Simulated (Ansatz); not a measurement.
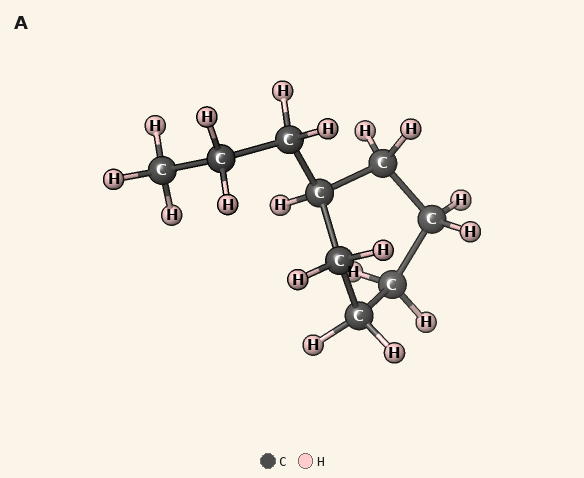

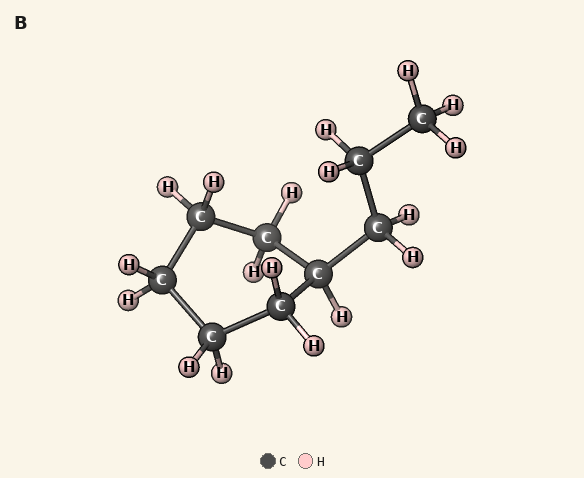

2 stationary structures of one formula. Geometries: PBE0-D4/def2-TZVP. Electronic energies: ωB97M-V/def2-TZVPP (Ansatz 0.2.0), without zero-point energy. No frequency run is at hand to confirm each as a minimum.

### Are they conformers, stereoisomers or constitutional isomers?

They are conformers of C9H18: `CCCC1CCCCC1`.

### Which structure is the most stable?

A is lowest; B lies 2.4 kJ/mol above it.

Give E(B) − E(A) in kJ/mol at these levels too: PBE-D4/def2-TZVPP; B2PLYP (frozen core)/def2-TZVPP; ωB97M-V/def2-TZVPP; PBE0-D4/def2-TZVPP; B3LYP-D4/def2-TZVPP; ωB97X-V/def2-TZVPP; PBE0-D4/def2-TZVP; RHF-MP2 (frozen core)/def2-QZVPP.

```tsv
level	E(B) − E(A) (kJ/mol)
PBE-D4/def2-TZVPP	+2.6
B2PLYP (frozen core)/def2-TZVPP	+3.3
ωB97M-V/def2-TZVPP	+2.4
PBE0-D4/def2-TZVPP	+2.7
B3LYP-D4/def2-TZVPP	+2.5
ωB97X-V/def2-TZVPP	+2.4
PBE0-D4/def2-TZVP	+2.7
RHF-MP2 (frozen core)/def2-QZVPP	+2.4
```
